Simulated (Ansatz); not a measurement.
```xyz
8

Ga   -0.9657   -0.3151   -0.1875
S     1.0674    1.4156   -0.4671
H    -0.8149   -0.9840   -1.5933
H    -2.1061    0.6593    0.2730
H     1.6665    0.5592    0.3817
O    -0.0521   -1.1738    1.1326
H     1.5975    0.8180   -1.5468
H    -0.3927   -0.9792    2.0072
```

The product side of a reaction path; geometry: PBE0-D4/def2-TZVP.

Computed with RKS PBE0-D4/def2-TZVPP (Ansatz 0.2.0).

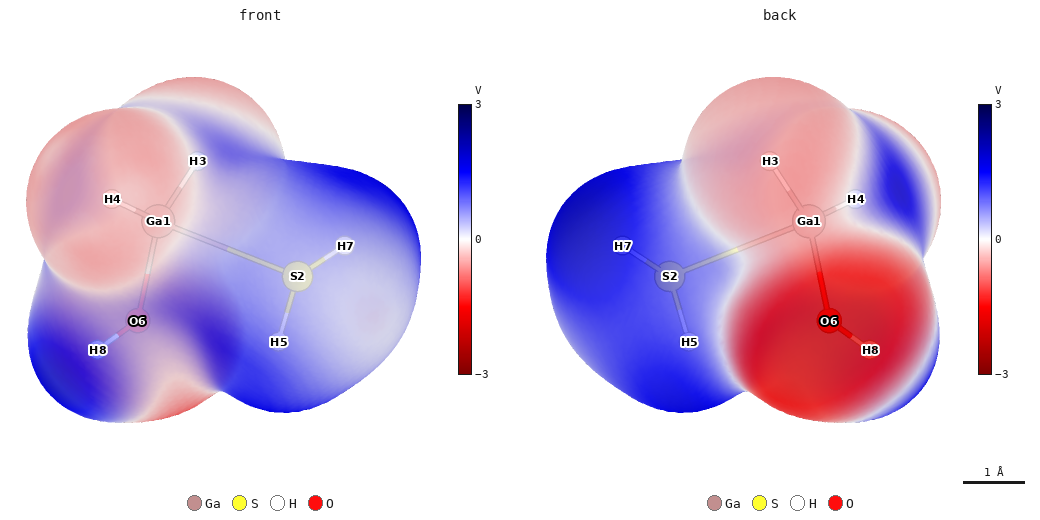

GaH5OS. The electrostatic potential painted on the density surface at 0.002 e/bohr³, seen from the front and from behind; red is negative and blue positive.

**Where is the surface potential most negative and most positive?**

The most negative region (about −1.9 V) lies over O6, the most positive (about +2.0 V) over H7. O6 is the likeliest acceptor of a hydrogen bond.
